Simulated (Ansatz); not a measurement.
The parent structure is MoTe₂ (space group P6_3/mmc, No. 194; a = 3.497 Å, c = 13.696 Å; layered, stacked along the Cartesian z axis). Axes: x lies along a and z along c of the hexagonal cell.

Now apply this change: biaxial strain +1.80 %, plane normal [001], relaxed out of plane (Cartesian); in-plane vectors clamped, the third vector and the atoms free.

Method: PBE-D3(BJ)/PAW in Ansatz (a first-principles code), without spin-orbit coupling.

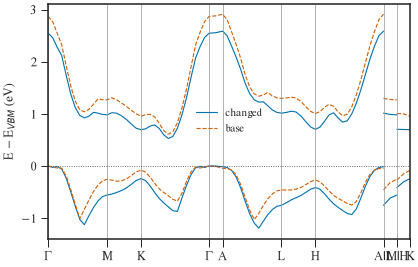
*Highest valence and lowest conduction band along the path, each from its own valence-band maximum*

The gap is 0.53 eV, indirect, Γ → K–Γ (40 % along); the base has 0.60 eV.

Spin-orbit coupling, missing from the scalar runs, can matter with Te. Whether these cells are dynamically stable was not tested. The D3 term's C6 switches between coordination references near this geometry, which can add small steps to energies.
